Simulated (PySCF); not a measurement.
# C3H8BFSi: NMR shifts and electronic excitations at several levels of theory, part 2 of 2

PySCF 2.14.0. Atoms count from 0. The steps go on from the part before.

### Step 8. Nuclear shieldings: PBE0/aug-cc-pVDZ

What the job is given:

```
{"job": {"kind": "nmr", "xc": "PBE0", "basis": "aug-cc-pVDZ", "pop": true}, "charge": 0, "multiplicity": 1}
B      2.438558     0.259360     0.607071
Si     0.547250     0.776108     0.175352
C     -0.294244    -0.115218    -1.298887
C     -1.507746    -0.290270    -0.382655
F     -2.246202    -1.424206    -0.628195
C     -0.847242    -0.253056     0.997549
H      3.310149     1.046089     0.889466
H      2.723908    -0.916668     0.585923
H      0.246500     2.241358     0.191411
H      0.196122    -1.092189    -1.441385
H     -0.468250     0.352340    -2.276950
H     -2.189895     0.572177    -0.494947
H     -0.449833    -1.253204     1.236513
H     -1.457703     0.107673     1.835531
```

Level: GIAO PBE0/aug-cc-pVDZ NMR shielding, non-relativistic, gas phase.

Log:

```text
coarse grid: 12016 points
cycle   1  E = -532.8178223404  dE =  4.757e-01  |g| = 5.087e-01  |ddm| = 9.055e+00
cycle   2  E = -532.7766283529  dE =  4.119e-02  |g| = 6.923e-01  |ddm| = 2.031e+00
cycle   3  E = -532.8737670061  dE = -9.714e-02  |g| = 5.404e-02  |ddm| = 1.054e+00
cycle   4  E = -532.8742635834  dE = -4.966e-04  |g| = 2.561e-02  |ddm| = 1.571e-01
cycle   5  E = -532.8743987540  dE = -1.352e-04  |g| = 6.731e-03  |ddm| = 5.735e-02
cycle   6  E = -532.8744105336  dE = -1.178e-05  |g| = 1.967e-03  |ddm| = 2.068e-02
cycle   7  E = -532.8744116052  dE = -1.072e-06  |g| = 4.740e-04  |ddm| = 5.604e-03
final grid: 111344 points
cycle   8  E = -532.8890066189  dE = -2.768e-05  |g| = 7.524e-03  |ddm| = 1.671e-01
cycle   9  E = -532.8889936021  dE =  1.302e-05  |g| = 1.087e-02  |ddm| = 3.817e-02
cycle  10  E = -532.8890204754  dE = -2.687e-05  |g| = 9.089e-04  |ddm| = 1.908e-02
cycle  11  E = -532.8890206886  dE = -2.132e-07  |g| = 1.789e-04  |ddm| = 3.027e-03
cycle  12  E = -532.8890206938  dE = -5.188e-09  |g| = 7.255e-05  |ddm| = 4.302e-04
cycle  13  E = -532.8890206952  dE = -1.450e-09  |g| = 1.671e-05  |ddm| = 2.224e-04
cycle  14  E = -532.8890206953  dE = -8.185e-11  |g| = 3.346e-06  |ddm| = 5.608e-05
converged SCF energy = -532.8890206953

GIAO shielding tensors (ppm)
atom      isotropic    diamagn.    paramagn.     s11        s22        s33       span
  0 B       -3.847     221.486    -225.333   -118.397    -37.071    143.927    262.324
  1 Si     479.616     887.126    -407.509    442.217    465.169    531.464     89.247
  2 C      173.993     222.634     -48.641    161.946    164.401    195.632     33.685
  3 C      111.279     215.206    -103.927     77.491     94.590    161.757     84.266
  4 F      323.563     484.855    -161.292    244.077    341.184    385.427    141.350
  5 C      174.030     222.744     -48.714    161.671    164.232    196.189     34.518
  6 H       20.602      24.538      -3.935      8.897     25.810     27.101     18.204
  7 H       20.791      27.844      -7.053      7.652     27.239     27.482     19.829
  8 H       27.129      25.976       1.152     23.653     25.348     32.385      8.732
  9 H       29.740      29.817      -0.077     26.925     27.949     34.347      7.422
 10 H       29.616      33.303      -3.686     26.168     26.495     36.186     10.018
 11 H       26.293      30.836      -4.542     23.052     27.424     28.404      5.352
 12 H       29.750      29.896      -0.146     26.957     27.964     34.329      7.372
 13 H       29.622      33.330      -3.708     26.183     26.477     36.207     10.025
```

Run time: 28 s. Hardware: 1 thread of Intel Xeon Platinum 8488C, shared host; peak memory 0.99 GiB.

In short: δ C3 83.8, C2 21.1, B0 114.0, Si1 -62.9, H6 10.70, H11 5.10 ppm (means over like atoms).

### Step 9. Shielding tensors: PBE0/IGLO-III

The job, as its differences from that of step 8:

```diff
@@ -1,2 +1,2 @@
-{"job": {"kind": "nmr", "xc": "PBE0", "basis": "aug-cc-pVDZ", "pop": true}, "charge": 0, "multiplicity": 1}
+{"job": {"kind": "nmr", "xc": "PBE0", "basis": "IGLO-III", "pop": true}, "charge": 0, "multiplicity": 1}
 B      2.438558     0.259360     0.607071
```

With the program's defaults for keys left out, this is: GIAO PBE0/IGLO-III NMR shielding, non-relativistic, gas phase.

Log:

```text
coarse grid: 12016 points
cycle   1  E = -532.9018560292  dE =  4.255e-01  |g| = 5.718e-01  |ddm| = 2.498e+00
cycle   2  E = -532.8531439792  dE =  4.871e-02  |g| = 7.853e-01  |ddm| = 8.546e-01
cycle   3  E = -532.9637749865  dE = -1.106e-01  |g| = 6.627e-02  |ddm| = 5.515e-01
cycle   4  E = -532.9643463571  dE = -5.714e-04  |g| = 3.391e-02  |ddm| = 5.533e-02
cycle   5  E = -532.9645599002  dE = -2.135e-04  |g| = 8.712e-03  |ddm| = 2.344e-02
cycle   6  E = -532.9645771169  dE = -1.722e-05  |g| = 2.313e-03  |ddm| = 7.125e-03
cycle   7  E = -532.9645785409  dE = -1.424e-06  |g| = 6.656e-04  |ddm| = 1.998e-03
final grid: 111344 points
cycle   8  E = -532.9730398313  dE = -9.149e-05  |g| = 7.064e-03  |ddm| = 5.927e-02
cycle   9  E = -532.9730306520  dE =  9.179e-06  |g| = 9.634e-03  |ddm| = 9.598e-03
cycle  10  E = -532.9730506738  dE = -2.002e-05  |g| = 1.086e-03  |ddm| = 5.245e-03
cycle  11  E = -532.9730508962  dE = -2.223e-07  |g| = 3.212e-04  |ddm| = 8.935e-04
cycle  12  E = -532.9730509130  dE = -1.685e-08  |g| = 1.127e-04  |ddm| = 2.507e-04
cycle  13  E = -532.9730509159  dE = -2.875e-09  |g| = 1.949e-05  |ddm| = 9.801e-05
cycle  14  E = -532.9730509160  dE = -1.033e-10  |g| = 3.874e-06  |ddm| = 1.910e-05
converged SCF energy = -532.9730509160

GIAO shielding tensors (ppm)
atom      isotropic    diamagn.    paramagn.     s11        s22        s33       span
  0 B      -23.459     192.948    -216.407   -145.974    -61.099    136.697    282.672
  1 Si     418.766     891.627    -472.861    379.443    395.304    481.550    102.108
  2 C      161.138     255.797     -94.658    148.901    150.958    183.556     34.654
  3 C       93.680     240.079    -146.399     57.265     75.803    147.973     90.708
  4 F      311.010     464.519    -153.509    226.273    329.794    376.963    150.690
  5 C      161.197     255.829     -94.632    148.832    150.569    184.192     35.360
  6 H       20.887      28.747      -7.859      9.170     26.265     27.227     18.057
  7 H       21.053      29.347      -8.294      7.952     27.529     27.678     19.726
  8 H       27.066      30.573      -3.506     23.740     25.325     32.134      8.394
  9 H       29.750      31.361      -1.611     26.954     27.953     34.344      7.390
 10 H       29.640      29.887      -0.247     26.260     26.476     36.183      9.923
 11 H       26.253      28.978      -2.725     23.161     27.233     28.364      5.203
 12 H       29.757      31.355      -1.598     26.984     27.966     34.322      7.339
 13 H       29.645      29.894      -0.249     26.268     26.462     36.205      9.937
```

Wall time 45 s (1 thread of Intel Xeon Platinum 8488C, shared host); peak memory 1.1 GiB.

Key values: δ C3 90.1, C2 22.6, B0 123.4, Si1 -73.4, H6 10.40, H11 5.12 ppm (means over like atoms).

### Step 10. Shielding tensors: PBE0/pcSseg-0

The job, as its differences from that of step 9:

```diff
@@ -1,2 +1,2 @@
-{"job": {"kind": "nmr", "xc": "PBE0", "basis": "IGLO-III", "pop": true}, "charge": 0, "multiplicity": 1}
+{"job": {"kind": "nmr", "xc": "PBE0", "basis": "pcSseg-0", "pop": true}, "charge": 0, "multiplicity": 1}
 B      2.438558     0.259360     0.607071
```

Level: GIAO PBE0/pcSseg-0 NMR shielding, non-relativistic, gas phase.

Log:

```text
coarse grid: 12016 points
cycle   1  E = -531.9102795473  dE =  4.088e-01  |g| = 4.927e-01  |ddm| = 3.842e+00
cycle   2  E = -531.8789037969  dE =  3.138e-02  |g| = 6.719e-01  |ddm| = 1.573e+00
cycle   3  E = -531.9622210022  dE = -8.332e-02  |g| = 3.206e-02  |ddm| = 8.798e-01
cycle   4  E = -531.9623264730  dE = -1.055e-04  |g| = 2.406e-02  |ddm| = 6.238e-02
cycle   5  E = -531.9624512769  dE = -1.248e-04  |g| = 3.506e-03  |ddm| = 3.520e-02
cycle   6  E = -531.9624553625  dE = -4.086e-06  |g| = 8.750e-04  |ddm| = 8.456e-03
final grid: 111344 points
cycle   7  E = -531.9625291083  dE = -1.443e-05  |g| = 5.144e-03  |ddm| = 2.444e-02
cycle   8  E = -531.9625251070  dE =  4.001e-06  |g| = 6.498e-03  |ddm| = 1.631e-02
cycle   9  E = -531.9625360647  dE = -1.096e-05  |g| = 6.892e-04  |ddm| = 1.019e-02
cycle  10  E = -531.9625361589  dE = -9.419e-08  |g| = 9.525e-05  |ddm| = 9.744e-04
cycle  11  E = -531.9625361602  dE = -1.370e-09  |g| = 4.200e-05  |ddm| = 2.234e-04
cycle  12  E = -531.9625361607  dE = -5.195e-10  |g| = 7.438e-06  |ddm| = 8.029e-05
converged SCF energy = -531.9625361607

GIAO shielding tensors (ppm)
atom      isotropic    diamagn.    paramagn.     s11        s22        s33       span
  0 B      -24.133     196.510    -220.642   -150.737    -65.114    143.453    294.190
  1 Si     442.438     875.910    -433.472    400.624    441.569    485.123     84.499
  2 C      170.967     257.799     -86.832    157.014    158.313    197.574     40.561
  3 C      105.435     250.763    -145.328     69.015     88.663    158.628     89.613
  4 F      326.290     465.618    -139.328    227.690    375.275    375.904    148.214
  5 C      170.966     257.696     -86.730    156.783    158.022    198.094     41.311
  6 H       21.576      27.681      -6.105      9.914     26.248     28.566     18.652
  7 H       21.508      28.058      -6.550      8.371     27.918     28.234     19.862
  8 H       28.527      28.050       0.477     25.625     26.041     33.914      8.289
  9 H       30.831      31.537      -0.706     27.743     28.601     36.148      8.405
 10 H       30.989      31.656      -0.667     26.903     27.568     38.497     11.595
 11 H       27.769      31.312      -3.543     24.404     28.158     30.745      6.340
 12 H       30.842      31.514      -0.672     27.752     28.634     36.140      8.388
 13 H       30.996      31.647      -0.651     26.883     27.591     38.514     11.631
```

Wall time 5.9 s (1 thread of Intel Xeon Platinum 8488C, shared host); peak memory 0.5 GiB.

This run: δ C3 88.1, C2 22.6, B0 129.0, Si1 -93.9, H6 11.29, H11 5.06 ppm (means over like atoms).

### Step 11. Excited states and response: HF/def2-SVPD

The job, as its differences from that of step 10:

```diff
@@ -1,2 +1,2 @@
-{"job": {"kind": "nmr", "xc": "PBE0", "basis": "pcSseg-0", "pop": true}, "charge": 0, "multiplicity": 1}
+{"job": {"kind": "uv", "xc": "HF", "basis": "def2-SVPD", "ip": true}, "charge": 0, "multiplicity": 1}
 B      2.438558     0.259360     0.607071
```

Level: TDDFT HF/def2-SVPD, vertical, gas phase, core orbitals frozen in the response.

Log:

```text
final grid: 111344 points
cycle   1  E = -530.8886574798  dE =  8.207e-01  |g| = 5.777e-01  |ddm| = 4.324e+00
cycle   2  E = -530.9780988246  dE = -8.944e-02  |g| = 3.029e-01  |ddm| = 1.079e+00
cycle   3  E = -530.9956838807  dE = -1.759e-02  |g| = 7.557e-02  |ddm| = 4.191e-01
cycle   4  E = -530.9978498704  dE = -2.166e-03  |g| = 1.433e-02  |ddm| = 2.276e-01
cycle   5  E = -530.9979549606  dE = -1.051e-04  |g| = 4.177e-03  |ddm| = 4.138e-02
cycle   6  E = -530.9979679657  dE = -1.301e-05  |g| = 1.510e-03  |ddm| = 1.665e-02
cycle   7  E = -530.9979696719  dE = -1.706e-06  |g| = 3.330e-04  |ddm| = 5.769e-03
cycle   8  E = -530.9979697708  dE = -9.889e-08  |g| = 7.768e-05  |ddm| = 1.749e-03
cycle   9  E = -530.9979697745  dE = -3.692e-09  |g| = 2.362e-05  |ddm| = 3.050e-04
cycle  10  E = -530.9979697748  dE = -3.309e-10  |g| = 6.935e-06  |ddm| = 9.658e-05
converged SCF energy = -530.9979697748

Static polarisability (au): isotropic 71.699, principal 64.127 66.895 84.077

Singlet excitations
state   eV       nm        f      main configurations
  1   4.4927    276.0   0.00367   H->L 0.71, H-2->L 0.15
  2   6.0837    203.8   0.00050   H-5->L 0.58, H-2->L 0.22
  3   7.0580    175.7   0.18837   H-1->L 0.94
  4   7.5885    163.4   0.02111   H-2->L 0.50, H-5->L 0.20, H->L 0.13
  5   8.8785    139.6   0.05465   H->L+1 0.74
  6   9.0606    136.8   0.00617   H->L+4 0.31, H-1->L+2 0.15, H-4->L 0.09
  7   9.1758    135.1   0.03043   H->L+2 0.44, H->L+3 0.11, H->L+6 0.10
  8   9.2807    133.6   0.02014   H-1->L+2 0.31, H-1->L+3 0.21, H-1->L+6 0.13
  9   9.4235    131.6   0.00906   H-3->L 0.87
 10   9.4781    130.8   0.05558   H-1->L+1 0.46, H-1->L+3 0.10, H-1->L+5 0.09

Triplet excitations (Tamm-Dancoff, eV): 3.3560 5.1412 5.9760 6.9968
Vertical ionisation energy (delta-SCF) = 9.8257 eV
```

It took 29 s on 1 thread of Intel Xeon Platinum 8488C, shared host; peak memory 0.82 GiB.

The orbitals next to the gap, with their largest atomic shares:

```
orbital      eV                        atoms
 HOMO−3  -13.04    C3 25 %, C5 21 %, C2 21 %
 HOMO−2  -12.17   Si1 30 %, H8 26 %, B0 14 %
 HOMO−1  -11.32   C2 27 %, C5 26 %, Si1 25 %
   HOMO  -11.04   B0 24 %, Si1 22 %, C5 13 %
   LUMO    0.70   B0 44 %, Si1 23 %, H6 10 %
 LUMO+1    2.06     B0 74 %, H6 7 %, Si1 6 %
 LUMO+2    2.79  Si1 37 %, H8 14 %, H11 11 %
```

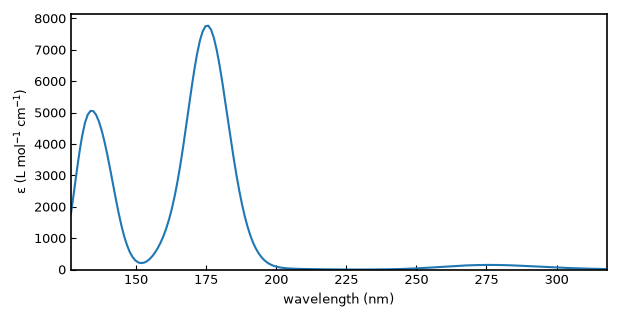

Absorption spectrum: each of the 10 states is a Gaussian band of 0.4 eV half-width at 1/e. Beyond the last state computed it falls off for lack of states.

Ground-state properties from the same run:

```
           property  computed
  dipole moment (D)      2.41
polarisability (Å³)     10.62
 HOMO–LUMO gap (eV)     11.74
      −ε(HOMO) (eV)     11.04
```

### Step 12. Side by side: NMR shifts

Shifts (ppm) of some atoms, chosen among heavy atoms and hydrogens apart, means over like atoms, with basis size and wall time:

```
               run    C3    C2     H6   H11     B0    Si1      F4  functions   time
       PBE0/6-31G*  82.3  20.8  10.46  5.23  109.2  -47.9  -123.9        104   10 s
PBE0/6-311+G(2d,p)  86.9  22.0  10.45  5.07  115.8  -73.1  -138.5        218   31 s
     PBE0/def2-SVP  82.7  19.9  10.57  4.68  115.0  -66.4  -118.8        128   12 s
    PBE0/def2-TZVP  88.7  22.0  10.49  5.05  118.3  -74.0  -132.9        240   33 s
      PBE0/cc-pVDZ  84.6  22.5  10.63  4.92  115.0  -58.3  -120.6        128   13 s
      PBE0/cc-pVTZ  87.7  21.8  10.42  5.06  117.3  -68.8  -129.7        296   44 s
  PBE0/aug-cc-pVDZ  83.8  21.1  10.70  5.10  114.0  -62.9  -129.4        214   28 s
     PBE0/IGLO-III  90.1  22.6  10.40  5.12  123.4  -73.4  -136.4        299   45 s
     PBE0/pcSseg-0  88.1  22.6  11.29  5.06  129.0  -93.9  -147.9         74  5.9 s
```

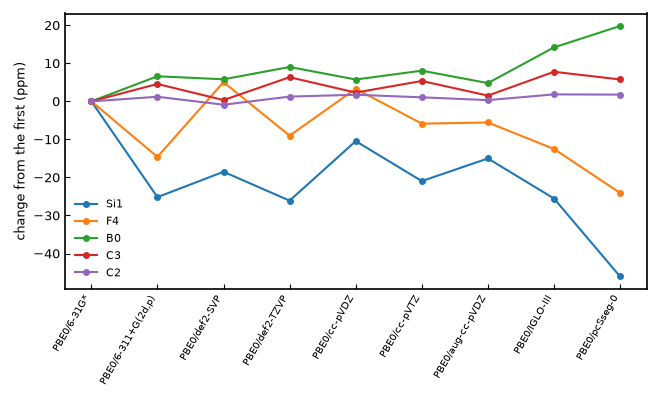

How five of the tabulated atoms move from run to run.

### Step 13. Summary of results

This closing draws on all 2 parts.

| quantity | value |
| --- | --- |
| ¹³C shifts against TMS (PBE0/6-31G*, means over atoms taken as alike) | 82.3, 20.8 ppm |
| ¹H shifts against TMS (PBE0/6-31G*, means over atoms taken as alike) | 10.46, 5.23, 4.38, 1.69, 1.65 ppm |
| ¹¹B shifts against BF3·OEt2 (PBE0/6-31G*) | 109.2 ppm |
| ²⁹Si shifts against TMS (PBE0/6-31G*) | -47.9 ppm |
| ¹⁹F shifts against CFCl3 (PBE0/6-31G*) | -123.9 ppm |
| lowest singlet (HF/def2-SVPD) | 4.49 eV (276 nm), f = 0.004 |
| brightest single state of those computed | state 3, 7.06 eV, f = 0.188 |
| lowest triplet | 3.36 eV |
| vertical ionisation energy (ΔSCF) | 9.83 eV |
| range of the shift of Si1 | -93.9 to -47.9 ppm |

**Reading.** Single values in the summary come from the first sound run of each kind (PBE0/6-31G*; HF/def2-SVPD), which need not be the best level. At PBE0/6-31G*: The widest tensor belongs to B0: span 254 ppm, with a paramagnetic part of -193 ppm. The lowest singlet, at 4.49 eV, is HOMO→LUMO 0.71, HOMO−2→LUMO 0.15 and is weak; of the 10 states computed, the strongest absorption comes from state 3 at 7.06 eV. The lowest triplet lies 1.14 eV below the lowest singlet (triplets in Tamm-Dancoff, singlets in full TDDFT). At HF/def2-SVPD, the highest states lie near or above the ionisation energy, where they hang on the basis. ΔSCF puts the ionisation energy at 9.83 eV, 1.21 eV below −ε(HOMO). Across the 9 runs the shift of Si1 moves most, between -93.9 (PBE0/pcSseg-0) and -47.9 ppm (PBE0/6-31G*).
